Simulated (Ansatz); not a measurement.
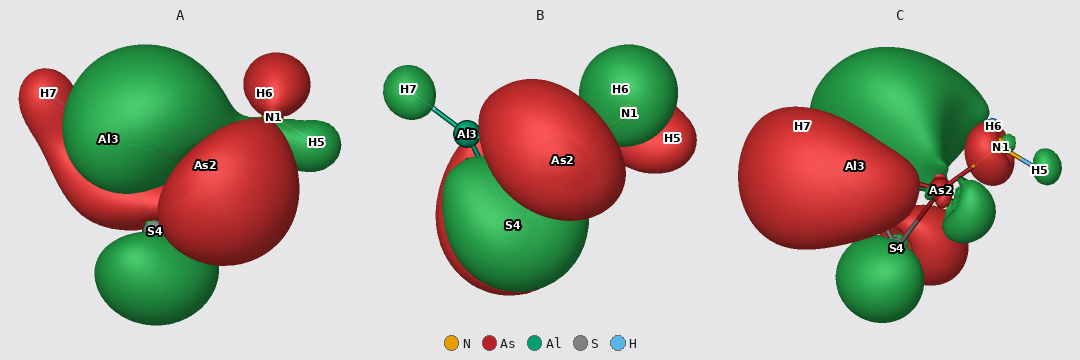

Figure 1: AlAsH3NS (SMILES N[As]1[AlH][S]1). Three frontier orbitals at ±0.06 Å⁻³ᐟ² (green and red are the two phases), in no order.

Geometry: PBE0-D4/def2-TZVP.

Level of theory: RKS PBE0-D4/def2-TZVPP (Ansatz).

```xyz
7

N    -0.8889    1.3409    0.3032
As    0.1347    0.6806   -1.0741
Al    1.3705   -1.1089   -0.0690
S    -0.3335   -1.6713   -1.2085
H    -1.8286    1.5783    0.0160
H    -0.9123    0.8423    1.1801
H     2.5192   -1.7299    0.8067
```

Which picture is the HOMO−1, the HOMO and the LUMO?

Answer. B is the HOMO−1 (−7.33 eV). By Hirshfeld shares it lies mainly on S4 (about 50 %), As2 (about 25 %) and N1 (about 15 %). A is the HOMO (−6.39 eV). By Hirshfeld shares it lies mainly on As2 (about 45 %), S4 (about 25 %) and Al3 (about 20 %). C is the LUMO (−1.69 eV). Its weight (Hirshfeld) is mainly on Al3 (about 60 %), S4 (about 15 %) and As2 (about 10 %).

What is the HOMO–LUMO gap?

Answer. 4.70 eV between the orbital energies.
